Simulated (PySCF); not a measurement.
C₅H₁₄O₂Si₂

```yaml
atoms:
  - { symbol: C, position_ang: [-0.9823, 1.6521, 1.6566] }
  - { symbol: Si, position_ang: [-0.8928, 0.3810, 0.2404] }
  - { symbol: C, position_ang: [-1.2823, -1.3702, 0.8851] }
  - { symbol: C, position_ang: [-2.0763, 0.8576, -1.1806] }
  - { symbol: C, position_ang: [0.9089, 0.3875, -0.4190] }
  - { symbol: C, position_ang: [1.2019, -0.5716, -1.5837] }
  - { symbol: O, position_ang: [2.4760, -1.1212, -1.3914] }
  - { symbol: Si, position_ang: [2.9545, -0.9821, 0.1699] }
  - { symbol: O, position_ang: [1.7288, -0.0243, 0.6682] }
  - { symbol: H, position_ang: [-0.8403, 2.6656, 1.2925] }
  - { symbol: H, position_ang: [-0.2100, 1.4570, 2.3945] }
  - { symbol: H, position_ang: [-1.9429, 1.6167, 2.1612] }
  - { symbol: H, position_ang: [-0.4818, -1.7249, 1.5275] }
  - { symbol: H, position_ang: [-1.3961, -2.0836, 0.0736] }
  - { symbol: H, position_ang: [-2.2021, -1.3851, 1.4624] }
  - { symbol: H, position_ang: [-3.1061, 0.8564, -0.8391] }
  - { symbol: H, position_ang: [-1.8614, 1.8507, -1.5635] }
  - { symbol: H, position_ang: [-2.0060, 0.1642, -2.0133] }
  - { symbol: H, position_ang: [1.2401, 1.3931, -0.7049] }
  - { symbol: H, position_ang: [1.1798, -0.0509, -2.5441] }
  - { symbol: H, position_ang: [0.4736, -1.3895, -1.6103] }
  - { symbol: H, position_ang: [2.8664, -2.2374, 0.9010] }
  - { symbol: H, position_ang: [4.2456, -0.3142, 0.1777] }
```

Geometry: GFN2-xTB.

Computed with PySCF, B3LYP/pcSseg-1, SCF density, in a benzene solvent model, non-relativistic.

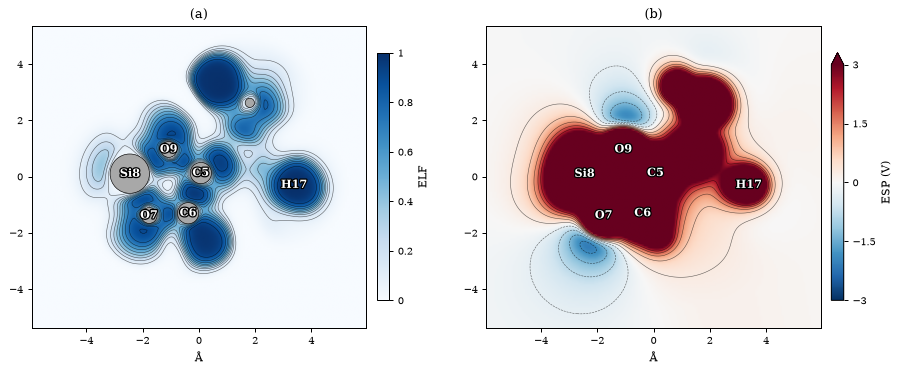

Figure 1. (a) electron localisation function; (b) molecular electrostatic potential on the plane of atoms O7, Si8 and O9. Grey discs cover the atomic cores in the ELF map.

### Interpret the plot.

The section cuts through C, O, Si and H sites. C–O (1.40 Å): the ELF peaks at about 0.90 between the atoms (a polar covalent bond). C–C (1.54 Å): the ELF peaks at about 0.95 between the atoms: localised, covalent bonding. Si–O (1.63 Å): the ELF peaks at about 0.85 between the atoms: a shared but strongly polarised pair. The ELF also peaks beside O7 and O9, away from the bonds: lone-pair regions. Outside the dense part of the molecule the potential is most negative (−2.1 V) near O7.

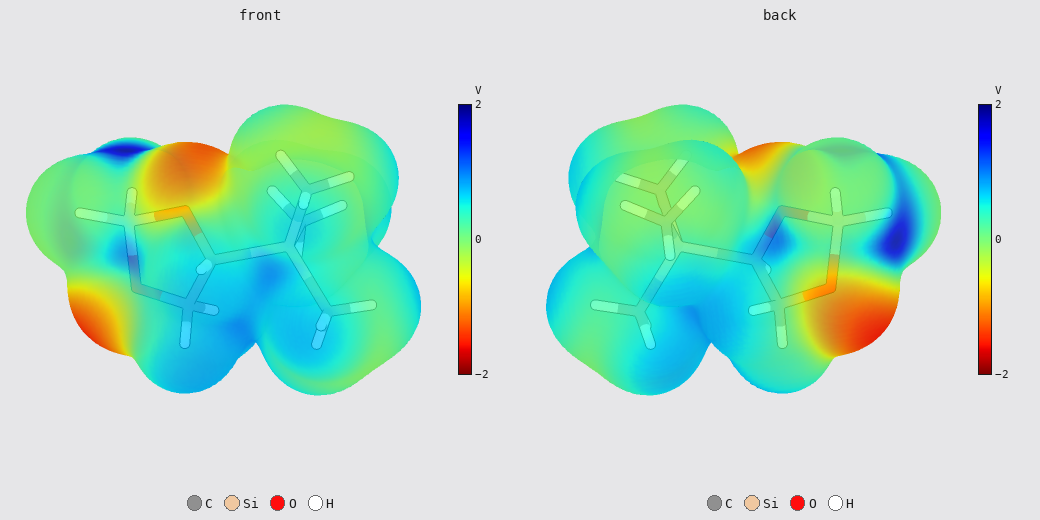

Figure 2. The electrostatic potential painted on the density surface at 0.002 e/bohr³, seen from the front and from behind; red is negative and blue positive.

### Which sites attract a positive test charge, and which a negative one?

A positive charge is drawn to the negative regions and a negative charge to the positive ones. The most negative region (about −1.5 V) lies over O7, the most positive (about +1.6 V) over Si8. O7 is the likeliest acceptor of a hydrogen bond.
